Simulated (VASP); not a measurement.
# NaPt2I with PBE: from relaxation to properties

Wanted: the relaxed cell of NaPt2I and its properties. The steps: rough relaxation of the start cell, relaxing cell and atoms (PBE), single point with fields (PBE), band structure (PBE), total and projected DOS (PBE), zone-centre phonons (PBE), bands along the symmetry lines (PBE + SOC) and relaxing the atoms (PBE), changed input. The cell is invented: other elements were put on sites of a known structure type. It may not be a known or stable phase.

Method: PBE; plane waves and PAW (Na_pv, Pt, I), in the first sound run; inputs show where later runs differ, in VASP 6.6.1.

## 1. Set-up

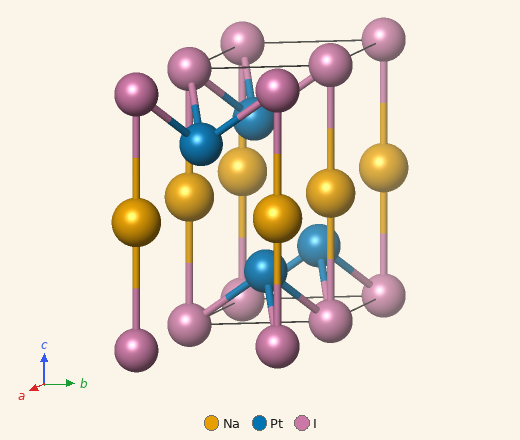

The starting structure, seen slightly off an axis (sodium orange, platinum blue, iodine pink). 2×1×1 cells are drawn. Some periodic images of atoms are drawn too.

Coordinates:

```xyz
4
Lattice="3.7583 0.0000 0.0000 -1.8791 3.2548 0.0000 0.0000 0.0000 6.8687" Properties=species:S:1:pos:R:3 pbc="T T T"
Na    0.0000    0.0000    3.4343
Pt    0.0000    2.1699    1.6022
Pt    1.8791    1.0849    5.2664
I     0.0000    0.0000    0.0000
```

## 2. Rough relaxation of the start cell

The start is only an estimate, so a cheap relaxation brings it near a minimum before any careful run. PBE, the usual starting point, adds the gradient of the density.

Contents of INCAR:

```
SYSTEM = NaPt2I
PREC = Normal
ENCUT = 400
EDIFF = 1E-05
NELM = 60
ISMEAR = 0
SIGMA = 0.05
LREAL = .FALSE.
ALGO = Fast
GGA = PE
NBANDS = 23
LORBIT = 11
LWAVE = .FALSE.
LCHARG = .FALSE.
KPAR = 2
IBRION = 2
NSW = 40
ISIF = 3
EDIFFG = -0.04
```

Contents of POSCAR:

```
NaPt2I
1.0
    3.7582914000      0.0000000000      0.0000000000
   -1.8791457000      3.2547758200      0.0000000000
    0.0000000000      0.0000000000      6.8686623400
Na Pt I
1 2 1
Direct
    0.0000000000      0.0000000000      0.5000000000
    0.3333333300      0.6666666700      0.2332690100
    0.6666666700      0.3333333300      0.7667309900
    0.0000000000      0.0000000000      0.0000000000
```

Contents of KPOINTS:

```
Automatic mesh
0
Gamma
5 5 3
0 0 0
```

Potentials, in the order of the species: Na_pv, Pt and I (PBE family, release 64).

Launch:

```
mpirun -np 2 vasp_std
```

Log:

```text
[banner, memory and clock lines left out]
running    2 mpi-ranks, on    1 nodes
 distrk:  each k-point on    1 cores,    2 groups
 distr:  one band on    1 cores,    1 groups

 POSCAR found type information on POSCAR NaPtI
 POSCAR found :  3 types and       4 ions
 LDA part: xc-table for (Slater+PW92), standard interpolation
 POSCAR, INCAR and KPOINTS ok, starting setup
 FFT: planning ... GRIDC
 FFT: planning ... GRID_SOFT
 FFT: planning ... GRID
 WAVECAR not read
 entering main loop
       N       E                     dE             d eps       ncg     rms          rms(c)
DAV:   1     0.213710451917E+03    0.21371E+03   -0.13776E+04   552   0.121E+03
DAV:   2    -0.136095175726E+01   -0.21507E+03   -0.20194E+03   595   0.311E+02
DAV:   3    -0.131341290691E+02   -0.11773E+02   -0.11447E+02   678   0.715E+01
DAV:   4    -0.133742432475E+02   -0.24011E+00   -0.23989E+00   630   0.110E+01
DAV:   5    -0.133813942871E+02   -0.71510E-02   -0.71505E-02   742   0.187E+00    0.151E+01
RMM:   6    -0.126846059726E+02    0.69679E+00   -0.12193E+00   559   0.453E+00    0.112E+01
RMM:   7    -0.126608383934E+02    0.23768E-01   -0.35364E-01   560   0.257E+00    0.475E+00
RMM:   8    -0.126545321522E+02    0.63062E-02   -0.41972E-02   653   0.135E+00    0.457E-01
RMM:   9    -0.126541215795E+02    0.41057E-03   -0.11455E-02   750   0.694E-01    0.438E-01
RMM:  10    -0.126539779846E+02    0.14359E-03   -0.16356E-03   642   0.268E-01    0.125E-01
RMM:  11    -0.126539834693E+02   -0.54847E-05   -0.31759E-04   643   0.117E-01    0.493E-02
RMM:  12    -0.126539660940E+02    0.17375E-04   -0.78788E-05   631   0.568E-02    0.129E-02
RMM:  13    -0.126539663111E+02   -0.21711E-06   -0.14038E-05   352   0.260E-02
   1 F= -.12653966E+02 E0= -.12651651E+02  d E =-.126540E+02
 curvature:   0.00 expect dE= 0.000E+00 dE for cont linesearch  0.000E+00
 trial: gam= 0.00000 g(F)=  0.595E-06 g(S)=  0.382E+00 ort = 0.000E+00 (trialstep = 0.100E+01)
 search vector abs. value=  0.382E+00
 bond charge predicted
       N       E                     dE             d eps       ncg     rms          rms(c)
DAV:   1    -0.174819680024E+02   -0.48280E+01   -0.84267E+01   559   0.853E+01    0.175E+01
RMM:   2    -0.129321282161E+02    0.45498E+01   -0.14824E+01   553   0.243E+01    0.725E+00
RMM:   3    -0.128117793115E+02    0.12035E+00   -0.96350E-01   614   0.624E+00    0.465E+00
RMM:   4    -0.127527514539E+02    0.59028E-01   -0.28754E-01   656   0.359E+00    0.128E+00
RMM:   5    -0.127541195498E+02   -0.13681E-02   -0.45784E-02   733   0.134E+00    0.886E-01
RMM:   6    -0.127526672924E+02    0.14523E-02   -0.89575E-03   577   0.748E-01    0.351E-01
RMM:   7    -0.127526041176E+02    0.63175E-04   -0.35607E-03   608   0.392E-01    0.141E-01
RMM:   8    -0.127524901755E+02    0.11394E-03   -0.62907E-04   650   0.190E-01    0.549E-02
RMM:   9    -0.127525174852E+02   -0.27310E-04   -0.22040E-04   702   0.875E-02    0.419E-02
RMM:  10    -0.127525099566E+02    0.75286E-05   -0.57967E-05   544   0.471E-02
   2 F= -.12752510E+02 E0= -.12750473E+02  d E =-.985436E-01
[... from here on, the cycles between the ionic steps are left out ...]
   3 F= -.12776365E+02 E0= -.12774159E+02  d E =-.122398E+00
   4 F= -.12776328E+02 E0= -.12774134E+02  d E =-.122362E+00
   5 F= -.12803429E+02 E0= -.12802229E+02  d E =-.271001E-01
   6 F= -.12852323E+02 E0= -.12850390E+02  d E =-.759950E-01
   7 F= -.12930111E+02 E0= -.12928506E+02  d E =-.153782E+00
   8 F= -.12977611E+02 E0= -.12975735E+02  d E =-.201283E+00
   9 F= -.13157248E+02 E0= -.13155243E+02  d E =-.380920E+00
  10 F= -.12957294E+02 E0= -.12955485E+02  d E =-.180966E+00
  11 F= -.13030451E+02 E0= -.13028982E+02  d E =-.254122E+00
  12 F= -.13052859E+02 E0= -.13051011E+02  d E =-.224080E-01
  13 F= -.13122247E+02 E0= -.13119173E+02  d E =-.917959E-01
  14 F= -.13270371E+02 E0= -.13268168E+02  d E =-.239920E+00
  15 F= -.13563549E+02 E0= -.13561600E+02  d E =-.533099E+00
  16 F= -.13009441E+02 E0= -.13007480E+02  d E =0.210098E-01
  17 F= -.13548677E+02 E0= -.13546719E+02  d E =-.518226E+00
  18 F= -.13725091E+02 E0= -.13723115E+02  d E =-.176414E+00
  19 F= -.13817088E+02 E0= -.13815108E+02  d E =-.268411E+00
  20 F= -.13819174E+02 E0= -.13817195E+02  d E =-.270497E+00
  21 F= -.13893837E+02 E0= -.13891830E+02  d E =-.746626E-01
  22 F= -.13974740E+02 E0= -.13972686E+02  d E =-.155566E+00
  23 F= -.13978537E+02 E0= -.13976475E+02  d E =-.159363E+00
  24 F= -.13978661E+02 E0= -.13976597E+02  d E =-.159486E+00
  25 F= -.13978609E+02 E0= -.13976544E+02  d E =-.159434E+00
 curvature:  -1.98 expect dE=-0.572E-02 dE for cont linesearch -0.351E-04
 ZBRENT: bracketing found
 ZBRENT: accuracy reached
 trial: gam= 0.01598 g(F)=  0.294E-04 g(S)=  0.286E-02 ort =-0.205E-02 (trialstep = 0.631E+00)
 search vector abs. value=  0.288E-02
 bond charge predicted
       N       E                     dE             d eps       ncg     rms          rms(c)
DAV:   1    -0.139888331966E+02   -0.10223E-01   -0.21677E-01   552   0.397E+00    0.713E-01
RMM:   2    -0.139800600917E+02    0.87731E-02   -0.29029E-02   552   0.111E+00    0.283E-01
RMM:   3    -0.139793312949E+02    0.72880E-03   -0.18705E-03   579   0.263E-01    0.142E-01
RMM:   4    -0.139791623519E+02    0.16894E-03   -0.92002E-04   602   0.174E-01    0.484E-02
RMM:   5    -0.139791713822E+02   -0.90302E-05   -0.14863E-04   756   0.722E-02    0.424E-02
RMM:   6    -0.139791709599E+02    0.42231E-06   -0.30490E-05   419   0.356E-02
  26 F= -.13979171E+02 E0= -.13977105E+02  d E =-.562048E-03
 trial-energy change:   -0.000562  1 .order   -0.000639   -0.001802    0.000524
 step:   0.4649(harm=  0.4892)  dis= 0.00027  next Energy=   -13.979242 (dE=-0.633E-03)
 reached required accuracy - stopping structural energy minimisation
```

Run time: 76 s. Hardware: 2 MPI ranks of AMD EPYC 7R43, shared host; peak memory 0.25 GiB.

The logs omit lines about the potential files and the build; timing stands in the text.

From OUTCAR (step 2):

```text
ion  position               nearest neighbor table
   1  0.000  0.000  0.500-   2 2.84   3 2.84   2 2.84   3 2.84   3 2.84   2 2.84
   2  0.333  0.667  0.233-   4 2.70   4 2.70   4 2.70   1 2.84   1 2.84   1 2.84
   3  0.667  0.333  0.767-   4 2.70   4 2.70   4 2.70   1 2.84   1 2.84   1 2.84
   4  0.000  0.000  0.000-   2 2.70   3 2.70   2 2.70   3 2.70   3 2.70   2 2.70

  LATTYP: Found a hexagonal cell.
 ALAT       =     3.7582914000
 C/A-ratio  =     1.8276023887

 Subroutine GETGRP returns: Found 12 space group operations
 (whereof 12 operations were pure point group operations)

The static configuration has the point symmetry D_3d.

 Found     12 irreducible k-points:

   k-points           NKPTS =     12   k-points in BZ     NKDIM =     12   number of bands    NBANDS=     23

   dimension x,y,z NGX =    18 NGY =   18 NGZ =   36
   dimension x,y,z NGXF=    36 NGYF=   36 NGZF=   72

   ENCUT  =  400.0 eV  29.40 Ry    5.42 a.u.   6.13  6.13 11.20*2*pi/ulx,y,z

   NELECT =      34.0000    total number of electrons

 k-points in reciprocal lattice and weights: Automatic mesh
   0.00000000  0.00000000  0.00000000       0.013
   0.20000000  0.00000000  0.00000000       0.080
   0.40000000  0.00000000  0.00000000       0.080
   0.20000000  0.20000000  0.00000000       0.080
   0.40000000  0.20000000  0.00000000       0.080
   0.00000000  0.00000000  0.33333333       0.027
   0.20000000  0.00000000  0.33333333       0.080
   0.00000000  0.20000000  0.33333333       0.080
   0.40000000  0.00000000  0.33333333       0.080
   0.00000000  0.40000000  0.33333333       0.080
   0.20000000  0.20000000  0.33333333       0.160
   0.40000000  0.20000000  0.33333333       0.160

 average (electrostatic) potential at core
       1 -46.9661       2 -68.8140       3 -68.8140       4 -93.8268

 E-fermi :   4.4644

 k-point     1 :       0.0000    0.0000    0.0000
  band No.  band energies     occupation
    ...
     12       1.6984      2.00000
     13       1.6984      2.00000
     14       2.9994      2.00000
     15       2.9996      2.00000
     16       3.0939      2.00000
     17       5.9890      0.00000
     18       5.9897      0.00000
     19       6.1613      0.00000
     20       7.5084      0.00000
     21       7.5091      0.00000
    ...

 k-point     2 :       0.2000    0.0000    0.0000
  band No.  band energies     occupation
    ...
     13       2.7868      2.00000
     14       2.9944      2.00000
     15       3.1301      2.00000
     16       3.3231      2.00000
     17       4.0872      2.00000
     18       4.4888      0.48928
     19       6.2984      0.00000
     20       7.0000      0.00000
     21       7.6785      0.00000
     22       9.2722      0.00000
    ...

 k-point     3 :       0.4000    0.0000    0.0000
  band No.  band energies     occupation
    ...
     13       2.7410      2.00000
     14       2.9500      2.00000
     15       2.9655      2.00000
     16       3.3298      2.00000
     17       3.3646      2.00000
     18       4.6912      0.00000
     19       6.5772      0.00000
     20       6.7887      0.00000
     21       7.8392      0.00000
     22       9.2115      0.00000
    ...

  Total       -0.0962971     -0.0962971     -0.0525941      0.0000000      0.0000000      0.0000000
  in kB       -1.3151802     -1.3151802     -0.7183055      0.0000000      0.0000000      0.0000000
  external PRESSURE =      -1.1162220 kB  Pullay stress =       0.0000000 kB

  energy-cutoff  :      400.00
  volume of cell :      117.31
      direct lattice vectors                 reciprocal lattice vectors
     4.797100204  0.000000000 -0.000000000     0.208459269  0.120354015 -0.000000000
    -2.398550102  4.154410628  0.000000000    -0.000000000  0.240708030  0.000000000
     0.000000000 -0.000000000  5.886405200     0.000000000  0.000000000  0.169882970

 POSITION                                       TOTAL-FORCE (eV/Angst)
 -----------------------------------------------------------------------------------
      0.00000     -0.00000      2.94320        -0.000000      0.000000     -0.000000
     -0.00000      2.76961      0.14823        -0.000000      0.000000     -0.002639
      2.39855      1.38480      5.73817         0.000000     -0.000000      0.002639
      0.00000      0.00000      0.00000        -0.000000      0.000000     -0.000000
 -----------------------------------------------------------------------------------
    total drift:                                0.000000      0.000000      0.000000

  FREE ENERGIE OF THE ION-ELECTRON SYSTEM (eV)
  ---------------------------------------------------
  free  energy   TOTEN  =       -13.9791709599 eV

  energy  without entropy=      -13.9750389956  energy(sigma->0) =      -13.97710498

 reached required accuracy - stopping structural energy minimisation

 total charge
# of ion       s       p       d       tot
------------------------------------------
    1        0.041   5.970   0.000   6.010
    2        0.610   0.333   8.265   9.208
    3        0.610   0.333   8.265   9.208
    4        1.515   2.570   0.164   4.249
--------------------------------------------------
tot          2.776   9.206  16.693  28.675

[... 3 further parts left out ...]
```

The k-mesh is coarse for a metal. This relaxation is a rough one on cheap settings, only to bring the start near its minimum. After so large a change of volume the plane waves of the start cell no longer fit, so the final stress carries a basis-set error. The run keeps the 12 symmetry operations of its start, so it cannot find a distortion of lower symmetry.

The steps of the relaxation (22 of 26):

```tsv
step	energy less that of the first step (eV)	largest force (eV/Å)	pressure (GPa)	volume (Å³)
1	0.0000	0.0025	6.19	84.02
2	-0.0985	0.6528	-2.19	94.27
3	-0.1224	0.4887	0.06	90.85
5	-0.1495	0.4265	-0.19	91.75
6	-0.1984	0.2529	-0.37	93.95
7	-0.2761	0.2313	-0.66	98.23
8	-0.3236	0.5002	-1.60	106.25
9	-0.5033	1.2088	-5.58	119.45
11	-0.3765	1.0384	-3.57	112.19
12	-0.3989	1.0469	-3.51	112.22
13	-0.4683	1.1150	-3.24	112.30
14	-0.6164	1.1953	-2.81	112.42
15	-0.9096	1.1253	-2.29	112.46
16	-0.3555	0.0701	-2.31	111.69
18	-1.0711	0.5493	-0.64	110.55
19	-1.1631	0.1069	1.85	108.21
20	-1.1652	0.0641	2.21	107.85
21	-1.2399	0.0378	1.62	110.00
22	-1.3208	0.0028	0.56	114.99
24	-1.3247	0.0154	0.33	116.43
25	-1.3246	0.0175	0.30	116.66
26	-1.3252	0.0026	-0.11	117.31
```

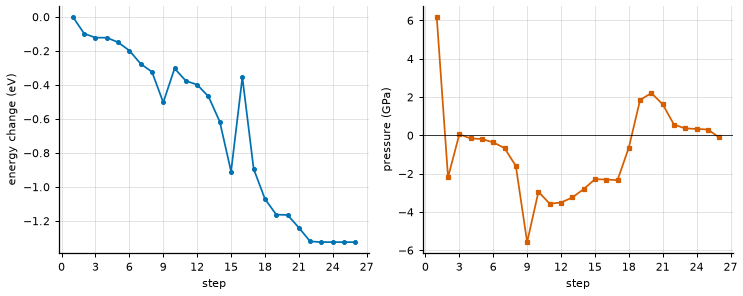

Energy and pressure along the relaxation.

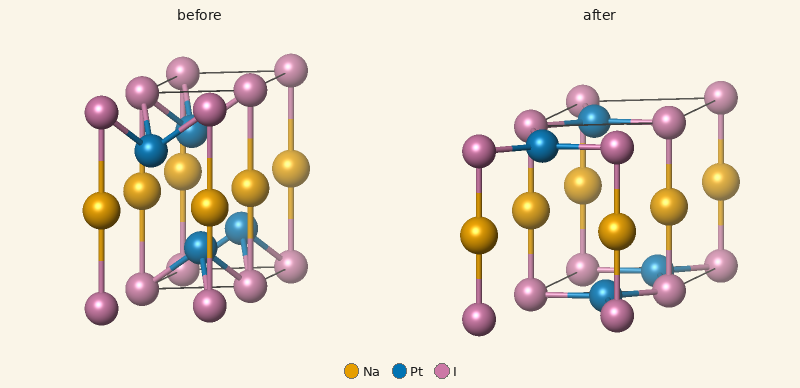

The structure before and after the relaxation, drawn at the same scale.

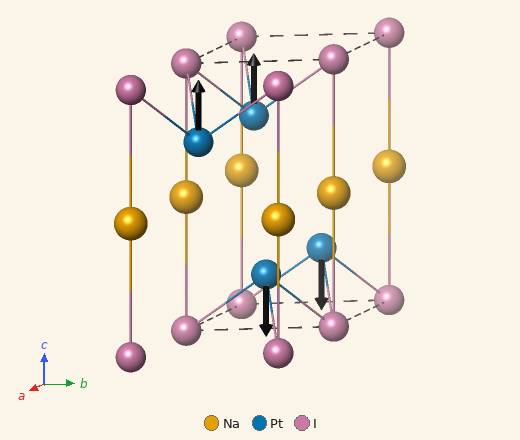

Displacements in the relaxation, scaled, measured against the changing cell; the longest in the cell stands for 1.22 Å. 2×1×1 cells are drawn. Some periodic images of atoms are drawn too.

```tsv
cell as run	before	after	change
a (Å)	3.758	4.797	+27.6 %
b (Å)	3.758	4.797	+27.6 %
c (Å)	6.869	5.886	-14.3 %
volume (Å³/atom)	21.01	29.33	+39.6 %
```

The atoms that moved most (Å, as changes of fractional coordinates times the final cell):

```tsv
atom	dx	dy	dz	length
Pt3	0.000	0.000	1.225	1.225
Pt2	0.000	0.000	-1.225	1.225
```

The relaxed structure:

```
Na Pt I
1.0
     4.79710    0.00000    0.00000
    -2.39855    4.15441    0.00000
     0.00000    0.00000    5.88641
Na Pt I
1 2 1
Direct
  0.00000 0.00000 0.50000
  0.33333 0.66667 0.02518
  0.66667 0.33333 0.97482
  0.00000 0.00000 0.00000
```

Numbers from this step:

| Quantity | Value |
| --- | --- |
| electrons | 34 |
| bands | 23 |
| irreducible k-points | 12 |
| symmetry operations | 12 |
| free energy (TOTEN) | -13.98 eV |
| energy at zero smearing | -13.98 eV |
| Fermi energy | 4.464 eV |
| pressure | -0.1116 GPa |
| metallic | yes |
| SCF cycles over all ionic steps | 218 |

It ends with a largest force of 0.003 eV/Å and a pressure of -0.11 GPa.

(Part 1 of 5 ends here.)

[Lines on the potential files, build, host, timing and source positions are cut from VASP's logs without a mark.]

[Logs are printed without paths, hosts, clocks, repeated set-up lines and the standing remarks that a program may print on its own settings, such as how far it seeks lower states.]

[Hosts, paths, dates, database ids (printed as entryN), source tags and the programs' standing remarks are cut or masked in the printed files.]

[A measured line is paired with the nearest computed mode of its activity, which favours agreement.]

[In band tables of VASP the shares of atoms and orbitals are scaled to a sum of 1 inside the atoms' spheres.]
